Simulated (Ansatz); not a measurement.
The starting structures come from a database of crystals and need not be the phases stable at ambient conditions.

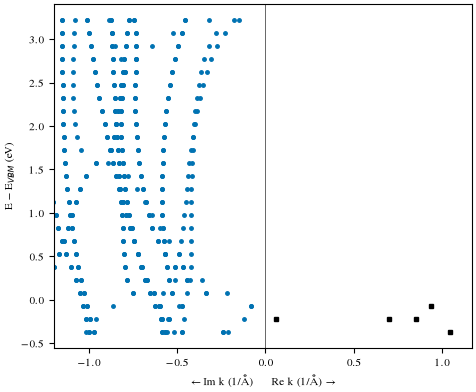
Fig. 1. Complex bands at the centre of the two-dimensional zone; Ansatz (a quantum-chemistry and plane-wave program) with r2SCAN

The gap is the functional's own. No spin-orbit coupling. Mid-gap values are interpolated on the energy grid.

This is Li$_{2}$H$_{6}$PtO$_{6}$ (P-3, not sure to be the ambient phase, 15 atoms a cell, 7.3 Å³ an atom, -2 GPa at this level) along the normal of (110). Read off the slowest decay at the centre of the two-dimensional zone at 1.43 eV, the computed energy nearest the middle of the gap.

κ ≈ 0.42 1/Å, a decay length 1/(2κ) of the density of 1.2 Å.
